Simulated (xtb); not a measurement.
Property calculation of C2H5NOSi

System: C2H5NOSi, SMILES C[SiH2]N=C=O.
Method: GFN2-xTB (xtb 6.7.1).

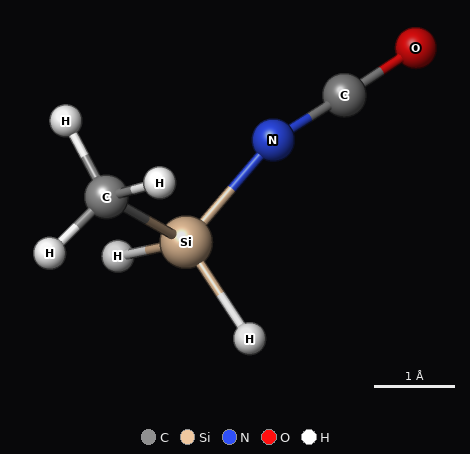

**Figure 1.** The structure (ball-and-stick view, seen at a tilt).

Key numbers

| quantity | value |
| --- | --- |
| outcome | converged |
| electrons treated | 28 |
| total energy | −15.591834 hartree |
| dispersion energy | −0.005374 hartree |
| basis functions | 31 |
| HOMO | −11.29 eV |
| LUMO | −5.91 eV |
| dipole moment | 2.80 D |
| hardware | 1 thread of Arm Neoverse V1, 24 GiB of memory available, shared host |
| peak memory | 0.072 GiB |

Input (input.xyz)
```
10

C     -1.52070    -0.39188     0.32040
Si     0.14178    -0.53157    -0.56580
N      1.12004     0.69128     0.11996
C      2.11608     1.33083     0.28309
O      3.06711     1.96868     0.53285
H     -1.96299     0.60157     0.22826
H     -1.39283    -0.55099     1.40589
H     -2.21675    -1.09805    -0.01141
H      0.79313    -1.82742    -0.30973
H      0.00784    -0.25772    -1.99586
```

Launch command:
```bash
xtb input.xyz --gfn 2 --vfukui --dipole > out.txt
```

The program's output
```
* xtb version 6.7.1
   ID    Z sym.   atoms
    1    6 C      1, 4
    2   14 Si     2
    3    7 N      3
    4    8 O      5
    5    1 H      6-10

           -------------------------------------------------
          |                Calculation Setup                |
           -------------------------------------------------

          program call               : xtb input.xyz --gfn 2 --vfukui --dipole
          coordinate file            : input.xyz
          omp threads                :                     1

           -------------------------------------------------
          |                 G F N 2 - x T B                 |
           -------------------------------------------------

      * Hamiltonian:
        H0-scaling (s, p, d)           1.850000    2.230000    2.230000
        zeta-weighting                 0.500000
      * Dispersion:
        s8                             2.700000
        a1                             0.520000
        a2                             5.000000
        s9                             5.000000
      * Repulsion:
        kExp                           1.500000    1.000000
        rExp                           1.000000
      * Coulomb:
        alpha                          2.000000
        third order                    shell-resolved
        anisotropic                    true
        a3                             3.000000
        a5                             4.000000
        cn-shift                       1.200000
        cn-exp                         4.000000
        max-rad                        5.000000

          ...................................................
          :                      SETUP                      :
          :.................................................:
          :  # basis functions                  31          :
          :  # atomic orbitals                  30          :
          :  # shells                           16          :
          :  # electrons                        28          :
          :  max. iterations                   250          :
          :  Hamiltonian                  GFN2-xTB          :
          :  restarted?                      false          :
          :  GBSA solvation                  false          :
          :  PC potential                    false          :
          :  electronic temp.          300.0000000     K    :
          :  accuracy                    1.0000000          :
          :  -> integral cutoff          0.2500000E+02      :
          :  -> integral neglect         0.1000000E-07      :
          :  -> SCF convergence          0.1000000E-05 Eh   :
          :  -> wf. convergence          0.1000000E-03 e    :
          :  Broyden damping             0.4000000          :
          :  net charge                          0          :
          :  unpaired electrons                  0          :
          ...................................................

 iter      E             dE          RMSdq      gap      omega  full diag
   1    -15.7629277 -0.157629E+02  0.635E+00    6.07       0.0  T
   2    -15.8101383 -0.472106E-01  0.302E+00    5.51       1.0  T
   3    -15.8116209 -0.148256E-02  0.213E+00    5.49       1.0  T
   4    -15.8165442 -0.492334E-02  0.979E-01    5.34       1.0  T
   5    -15.8154727  0.107150E-02  0.561E-01    5.32       1.0  T
   6    -15.8169156 -0.144289E-02  0.144E-01    5.40       1.0  T
   7    -15.8169598 -0.441368E-04  0.696E-02    5.37       1.0  T
   8    -15.8169635 -0.372944E-05  0.411E-02    5.38       1.0  T
   9    -15.8169671 -0.362915E-05  0.918E-03    5.38       3.4  T
  10    -15.8169673 -0.145419E-06  0.201E-03    5.38      15.7  T
  11    -15.8169673 -0.920696E-08  0.476E-04    5.38      66.5  T
  12    -15.8169673 -0.122272E-09  0.842E-05    5.38     375.4  T

   *** convergence criteria satisfied after 12 iterations ***

         #    Occupation            Energy/Eh            Energy/eV
      -------------------------------------------------------------
         1        2.0000           -0.7456115             -20.2891
       ...           ...                  ...                  ...
         8        2.0000           -0.4951705             -13.4743
         9        2.0000           -0.4745516             -12.9132
        10        2.0000           -0.4722444             -12.8504
        11        2.0000           -0.4547446             -12.3742
        12        2.0000           -0.4513976             -12.2832
        13        2.0000           -0.4267718             -11.6131
        14        2.0000           -0.4150169             -11.2932 (HOMO)
        15                         -0.2172642              -5.9121 (LUMO)
        16                         -0.2152552              -5.8574
        17                         -0.1835145              -4.9937
        18                         -0.1511934              -4.1142
        19                         -0.1284527              -3.4954
       ...                                ...                  ...
        30                          1.3007382              35.3949
      -------------------------------------------------------------
                  HL-Gap            0.1977527 Eh            5.3811 eV
             Fermi-level           -0.3161405 Eh           -8.6026 eV

 SCC (total)                   0 d,  0 h,  0 min,  0.005 sec
 SCC setup                      ...        0 min,  0.000 sec (  1.645%)
 Dispersion                     ...        0 min,  0.000 sec (  0.932%)
 classical contributions        ...        0 min,  0.000 sec (  0.166%)
 integral evaluation            ...        0 min,  0.001 sec ( 13.037%)
 iterations                     ...        0 min,  0.003 sec ( 57.727%)
 molecular gradient             ...        0 min,  0.001 sec ( 24.994%)
 printout                       ...        0 min,  0.000 sec (  1.237%)

         :::::::::::::::::::::::::::::::::::::::::::::::::::::
         ::                     SUMMARY                     ::
         :::::::::::::::::::::::::::::::::::::::::::::::::::::
         :: total energy             -15.591834236241 Eh    ::
         :: gradient norm              0.063671536225 Eh/a0 ::
         :: HOMO-LUMO gap              5.381125697853 eV    ::
         ::.................................................::
         :: SCC energy               -15.816964044723 Eh    ::
         :: -> isotropic ES            0.039234963371 Eh    ::
         :: -> anisotropic ES          0.005941895216 Eh    ::
         :: -> anisotropic XC          0.008062997915 Eh    ::
         :: -> dispersion             -0.005374096226 Eh    ::
         :: repulsion energy           0.225129808482 Eh    ::
         :: add. restraining           0.000000000000 Eh    ::
         :: total charge              -0.000000000000 e     ::
         :::::::::::::::::::::::::::::::::::::::::::::::::::::

Fukui index Calculation

Run single point for reduced species

 iter      E             dE          RMSdq      gap      omega  full diag
   1    -15.8783332 -0.158783E+02  0.237E+00    0.05       0.0  T
   2    -15.9028287 -0.244955E-01  0.352E+00    0.17       1.0  T
   3    -15.9107226 -0.789392E-02  0.282E+00    0.15       1.0  T
   4    -15.8716283  0.390943E-01  0.467E+00    0.33       1.0  T
   5    -15.8851830 -0.135547E-01  0.392E+00    0.31       1.0  T
   6    -15.9153522 -0.301692E-01  0.430E-01    0.20       1.0  T
   7    -15.9156978 -0.345568E-03  0.171E-01    0.19       1.0  T
   8    -15.9156995 -0.176205E-05  0.722E-02    0.19       1.0  T
   9    -15.9157027 -0.312659E-05  0.393E-02    0.19       1.0  T
  10    -15.9157042 -0.150173E-05  0.227E-02    0.19       1.4  T
  11    -15.9157042 -0.493223E-07  0.171E-02    0.19       1.9  T
  12    -15.9157042  0.584997E-07  0.641E-03    0.19       4.9  T
  13    -15.9157043 -0.129552E-06  0.139E-03    0.19      22.8  T
  14    -15.9157043 -0.359989E-08  0.525E-04    0.19      60.2  T
  15    -15.9157043  0.260076E-10  0.348E-04    0.19      90.8  T
     SCC iter.                  ...        0 min,  0.003 sec
     gradient                   ...        0 min,  0.001 sec

Run single point for oxidized species

 iter      E             dE          RMSdq      gap      omega  full diag
   1    -15.2538845 -0.152539E+02  0.264E+00    5.38       0.0  T
   2    -15.2264654  0.274191E-01  0.274E+00    5.52       1.0  T
   3    -15.2849492 -0.584838E-01  0.138E+00    5.45       1.0  T
   4    -15.2876037 -0.265447E-02  0.128E+00    5.56       1.0  T
   5    -15.2903744 -0.277076E-02  0.724E-01    5.59       1.0  T
   6    -15.2911005 -0.726011E-03  0.635E-01    5.60       1.0  T
   7    -15.2924183 -0.131787E-02  0.176E-01    5.59       1.0  T
   8    -15.2922448  0.173510E-03  0.304E-01    5.60       1.0  T
   9    -15.2922532 -0.841814E-05  0.242E-01    5.60       1.0  T
  10    -15.2924521 -0.198890E-03  0.869E-02    5.59       1.0  T
  11    -15.2924443  0.781734E-05  0.767E-02    5.59       1.0  T
  12    -15.2924633 -0.189476E-04  0.167E-02    5.59       1.9  T
  13    -15.2924643 -0.105576E-05  0.131E-02    5.59       2.4  T
  14    -15.2924647 -0.338175E-06  0.762E-03    5.59       4.1  T
  15    -15.2924648 -0.117703E-06  0.965E-04    5.59      32.8  T
  16    -15.2924648  0.196133E-07  0.244E-03    5.59      13.0  T
  17    -15.2924648 -0.231538E-07  0.289E-04    5.59     109.4  T
     SCC iter.                  ...        0 min,  0.003 sec
     gradient                   ...        0 min,  0.001 sec

Fukui functions:
     #        f(+)     f(-)     f(0)
     1C      -0.037    0.030   -0.004
     2Si      0.183    0.065    0.124
     3N       0.085    0.097    0.091
     4C       0.108    0.036    0.072
     5O       0.203    0.171    0.187
     6H       0.088    0.096    0.092
     7H       0.089    0.098    0.093
     8H       0.072    0.090    0.081
     9H       0.103    0.157    0.130
    10H       0.104    0.160    0.132

           -------------------------------------------------
          |                Property Printout                |
           -------------------------------------------------

    * Orbital Energies and Occupations

         #    Occupation            Energy/Eh            Energy/eV
      -------------------------------------------------------------
         1        2.0000           -0.7456115             -20.2891
         2        2.0000           -0.7400619             -20.1381
         3        2.0000           -0.6688650             -18.2007
         4        2.0000           -0.5819972             -15.8370
         5        2.0000           -0.5763208             -15.6825
         6        2.0000           -0.5748946             -15.6437
         7        2.0000           -0.5675924             -15.4450
         8        2.0000           -0.4951705             -13.4743
         9        2.0000           -0.4745516             -12.9132
        10        2.0000           -0.4722444             -12.8504
        11        2.0000           -0.4547446             -12.3742
        12        2.0000           -0.4513976             -12.2832
        13        2.0000           -0.4267718             -11.6131
        14        2.0000           -0.4150169             -11.2932 (HOMO)
        15                         -0.2172642              -5.9121 (LUMO)
        16                         -0.2152552              -5.8574
        17                         -0.1835145              -4.9937
        18                         -0.1511934              -4.1142
        19                         -0.1284527              -3.4954
        20                         -0.0216513              -0.5892
        21                         -0.0097409              -0.2651
        22                          0.1435468               3.9061
        23                          0.1899460               5.1687
        24                          0.2133024               5.8043
        25                          0.2866366               7.7998
       ...                                ...                  ...
        30                          1.3007382              35.3949
      -------------------------------------------------------------
                  HL-Gap            0.1977527 Eh            5.3811 eV
             Fermi-level           -0.3161405 Eh           -8.6026 eV

     #   Z          covCN         q      C6AA      α(0)
     1   6          3.651    -0.201    24.843     7.159
     2  14          3.550     0.498    99.098    19.175
     3   7          1.731    -0.290    28.275     7.868
     4   6          1.785     0.320    24.039     7.925
     5   8          0.856    -0.281    19.435     5.911
     6   1          0.924     0.039     2.456     2.451
     7   1          0.923     0.035     2.515     2.480
     8   1          0.928     0.032     2.552     2.498
     9   1          0.916    -0.077     4.835     3.439
    10   1          0.919    -0.076     4.787     3.422

 Mol. C6AA /au·bohr⁶  :       1472.792390
 Mol. C8AA /au·bohr⁸  :      44852.770794
 Mol. α(0) /au        :         62.326857

Wiberg/Mayer (AO) data.
largest (>0.10) Wiberg bond orders for each atom

 ---------------------------------------------------------------------------
     #   Z sym  total        # sym  WBO       # sym  WBO       # sym  WBO
 ---------------------------------------------------------------------------
     1   6      3.982 --     8      0.995     6      0.983     7      0.982
                             2      0.922
     2  14      3.759 --     3      0.951     1      0.922    10      0.884
                             9      0.883
     3   7      3.412 --     4      2.022     2      0.951     5      0.351
     4   6      3.946 --     3      2.022     5      1.888
     5   8      2.325 --     4      1.888     3      0.351
     6   1      0.998 --     1      0.983
     7   1      0.999 --     1      0.982
     8   1      0.999 --     1      0.995
     9   1      0.994 --     2      0.883
    10   1      0.994 --     2      0.884
 ---------------------------------------------------------------------------

Topologies differ in total number of bonds
Writing topology from bond orders to xtbtopo.mol

molecular dipole:
                 x           y           z       tot (Debye)
 q only:       -0.737      -0.722      -0.390
   full:       -0.829      -0.664      -0.288       2.796
molecular quadrupole (traceless):
                xx          xy          yy          xz          yz          zz
 q only:       -4.430      -5.368       0.633      -1.675      -0.680       3.797
  q+dip:       -4.318      -5.702       0.511      -1.887      -1.359       3.807
   full:       -4.308      -5.971       0.354      -2.291      -1.330       3.954

           -------------------------------------------------
          | TOTAL ENERGY              -15.591834236241 Eh   |
          | GRADIENT NORM               0.063671536225 Eh/α |
          | HOMO-LUMO GAP               5.381125697853 eV   |
           -------------------------------------------------

------------------------------------------------------------------------
------------------------------------------------------------------------
 total:
 *  cpu-time:     0 d,  0 h,  0 min,  0.021 sec
 * ratio c/w:     1.000 speedup
 SCF:
 *  cpu-time:     0 d,  0 h,  0 min,  0.005 sec
 * ratio c/w:     1.000 speedup
```

Standard error
```
normal termination of xtb
```

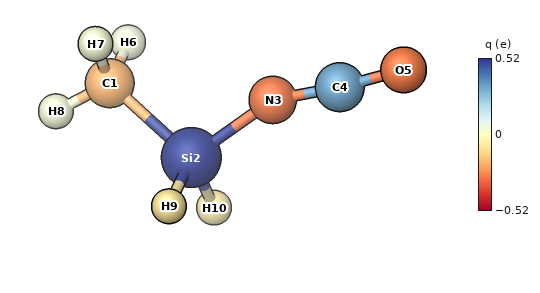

**Figure 2.** Mulliken charges, as the colour of each atom (ball-and-stick view, seen at a tilt; atoms are numbered from 1 in the order of the input). By element: C −0.20 to +0.32, Si +0.50, N −0.29, O −0.28 and H −0.08 to +0.04 e.
